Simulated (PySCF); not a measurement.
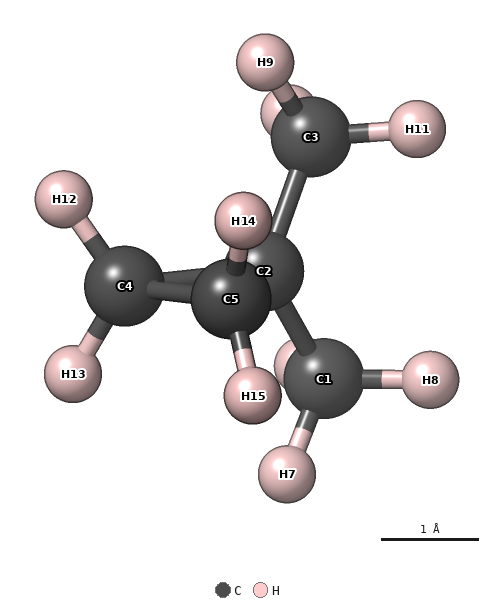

Fig. 1: The input geometry of run 1 (ball-and-stick view, seen at a tilt; atoms are numbered from 1 in the order of the input).

**What a change does: excited-state calculation on C$_{5}$H$_{10}$**

System: C$_{5}$H$_{10}$ (Cyclopropane, 1,1-dimethyl-).
Method of run 1: TDDFT HF/def2-SVPD, vertical, gas phase, core orbitals frozen in the response (PySCF 2.14.0).

The geometry comes from this level: PBE0-D3(BJ)/def2-SVP. Text and figures count atoms from 1; the logs count them from 0 in places.

## Input, run 1
```
{"job": {"kind": "uv", "xc": "HF", "basis": "def2-SVPD", "ip": true}, "charge": 0, "multiplicity": 1}
C     -1.331051    -0.799297     0.035791
C     -0.006647    -0.075437    -0.013019
C      1.171244    -0.952400    -0.364922
C      0.001778     1.345525    -0.503757
C      0.217374     1.053156     0.954764
H     -1.572949    -1.247000    -0.942209
H     -2.152831    -0.118827     0.305566
H     -1.309874    -1.612041     0.780383
H      2.111176    -0.380110    -0.376247
H      1.042291    -1.406149    -1.361407
H      1.285804    -1.771700     0.363801
H      0.858890     1.682376    -1.094068
H     -0.949883     1.793201    -0.804581
H      1.222406     1.188956     1.364728
H     -0.586341     1.299659     1.654625
```

The first line tells a small driver script what to run in PySCF; the rest is the geometry in Å.

Command:
```bash
OMP_NUM_THREADS=1 python <driver script> task.json out
```

Hardware: 1 CPU thread, shared host.

## Output (run 1)
```
final grid: 109760 points
cycle   1  E = -194.9473610788  dE =  1.031e+00  |g| = 3.757e-01  |ddm| = 5.643e+00
cycle   2  E = -194.9978376196  dE = -5.048e-02  |g| = 1.093e-01  |ddm| = 8.352e-01
cycle   3  E = -195.0016338495  dE = -3.796e-03  |g| = 4.648e-02  |ddm| = 4.581e-01
cycle   4  E = -195.0022587666  dE = -6.249e-04  |g| = 5.185e-03  |ddm| = 1.186e-01
cycle   5  E = -195.0022679749  dE = -9.208e-06  |g| = 1.372e-03  |ddm| = 2.547e-02
cycle   6  E = -195.0022687021  dE = -7.271e-07  |g| = 3.023e-04  |ddm| = 6.231e-03
cycle   7  E = -195.0022687529  dE = -5.083e-08  |g| = 8.648e-05  |ddm| = 1.883e-03
cycle   8  E = -195.0022687566  dE = -3.690e-09  |g| = 2.735e-05  |ddm| = 6.172e-04
cycle   9  E = -195.0022687569  dE = -3.137e-10  |g| = 3.801e-06  |ddm| = 1.680e-04
converged SCF energy = -195.0022687569

Static polarisability (au): isotropic 57.164, principal 54.705 56.272 60.515

Singlet excitations
state   eV       nm        f      main configurations
  1   8.8102    140.7   0.05839   H->L 0.88
  2   9.1292    135.8   0.02905   H-1->L 0.61, H->L+1 0.17, H-1->L+3 0.14
  3   9.5328    130.1   0.00216   H->L+1 0.73, H-1->L 0.12
  4   9.6769    128.1   0.00000   H->L+2 0.61, H->L+4 0.28
  5   9.6790    128.1   0.00985   H->L+3 0.77
  6   9.8766    125.5   0.15215   H-1->L+1 0.80
  7   9.9443    124.7   0.00066   H-1->L+4 0.45, H-1->L+2 0.39
  8  10.3164    120.2   0.00699   H-1->L+3 0.62, H-1->L+7 0.17, H-1->L 0.12
  9  10.3192    120.1   0.00000   H->L+4 0.50, H->L+2 0.28
 10  10.6630    116.3   0.07048   H->L+5 0.74

Triplet excitations (Tamm-Dancoff, eV): 8.5687 8.8556 8.9576 9.0061
Vertical ionisation energy (delta-SCF) = 9.0313 eV
```

For run 2 the input was changed thus:
```diff
-"xc": "HF"
+"xc": "LDA"
```

Predict how the results change.

The total energies belong to different methods, so their difference says nothing on which is more stable or more accurate. The HOMO goes from −10.63 to −6.46 eV. The LUMO goes from 2.71 to 0.03 eV. The lowest excitation goes from 8.81 to 6.51 eV. The strongest computed line goes from 9.88 to 8.08 eV. The method changes from HF to LDA. Exact exchange removes part of the self-interaction error of semilocal functionals, which pushes filled and empty levels apart. The SCF takes 13 iterations against 9.

## Output (run 2)
```
coarse grid: 11632 points
cycle   1  E = -194.3746086192  dE =  2.396e-01  |g| = 6.007e-01  |ddm| = 8.115e+00
cycle   2  E = -194.1896653429  dE =  1.849e-01  |g| = 1.014e+00  |ddm| = 2.659e+00
cycle   3  E = -194.4779923937  dE = -2.883e-01  |g| = 8.969e-02  |ddm| = 1.848e+00
cycle   4  E = -194.4795907818  dE = -1.598e-03  |g| = 3.890e-02  |ddm| = 2.707e-01
cycle   5  E = -194.4799319595  dE = -3.412e-04  |g| = 6.831e-03  |ddm| = 6.697e-02
cycle   6  E = -194.4799400297  dE = -8.070e-06  |g| = 3.635e-03  |ddm| = 2.298e-02
cycle   7  E = -194.4799434234  dE = -3.394e-06  |g| = 2.552e-04  |ddm| = 7.339e-03
final grid: 109760 points
cycle   8  E = -194.5377373664  dE = -7.028e-05  |g| = 4.342e-03  |ddm| = 4.092e-01
cycle   9  E = -194.5377292200  dE =  8.146e-06  |g| = 6.996e-03  |ddm| = 2.103e-02
cycle  10  E = -194.5377424597  dE = -1.324e-05  |g| = 6.068e-04  |ddm| = 1.272e-02
cycle  11  E = -194.5377425352  dE = -7.554e-08  |g| = 2.898e-04  |ddm| = 2.429e-03
cycle  12  E = -194.5377425542  dE = -1.897e-08  |g| = 5.067e-05  |ddm| = 5.793e-04
cycle  13  E = -194.5377425547  dE = -5.612e-10  |g| = 2.035e-05  |ddm| = 2.065e-04
converged SCF energy = -194.5377425547

Static polarisability (au): isotropic 63.407, principal 59.807 63.009 67.405

Singlet excitations
state   eV       nm        f      main configurations
  1   6.5112    190.4   0.03271   H->L 1.00
  2   7.0781    175.2   0.02558   H-1->L 1.00
  3   7.3838    167.9   0.00000   H->L+1 1.00
  4   7.4868    165.6   0.00037   H->L+3 0.84, H->L+2 0.15
  5   7.4905    165.5   0.00130   H->L+2 0.83, H->L+3 0.15
  6   7.9448    156.1   0.00057   H-1->L+1 1.00
  7   8.0265    154.5   0.00000   H->L+4 1.00
  8   8.0806    153.4   0.06046   H-1->L+2 0.93
  9   8.0971    153.1   0.00349   H-1->L+3 0.98
 10   8.2513    150.3   0.04805   H->L+6 0.94

Triplet excitations (Tamm-Dancoff, eV): 6.4407 6.9862 7.3282 7.3417
Vertical ionisation energy (delta-SCF) = 9.5989 eV
```

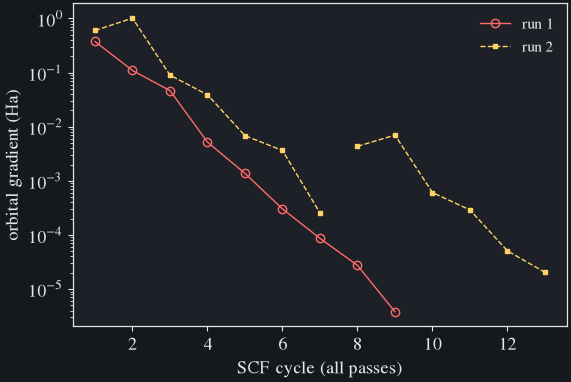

Fig. 2: Convergence of the two runs: orbital gradient against the SCF cycle. A break in a curve parts two SCF passes (coarse and final grid). Run 1 takes 9 cycles in all, and run 2 takes 13.

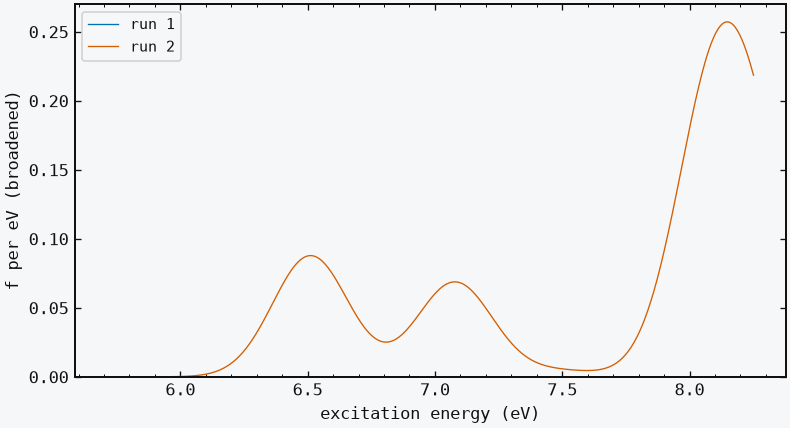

Fig. 3: Absorption of the two runs from their computed states, each broadened by a Gaussian of 0.35 eV full width; the range ends where the shorter list of states ends.

## The two runs side by side

| quantity | run 1 | run 2 |
| --- | --- | --- |
| outcome | converged | converged |
| total energy (hartree) | −195.002269 | −194.537743 |
| HOMO (eV) | −10.63 | −6.46 |
| LUMO (eV) | 2.71 | 0.03 |
| dipole moment (D) | 0.12 | 0.13 |
| lowest excitation (eV) | 8.81 | 6.51 |
| SCF iterations | 9 | 13 |
| strongest computed line (eV) | 9.88 | 8.08 |
| basis functions | 180 | 180 |
| wall time (shared host) | 24 s | 67 s |
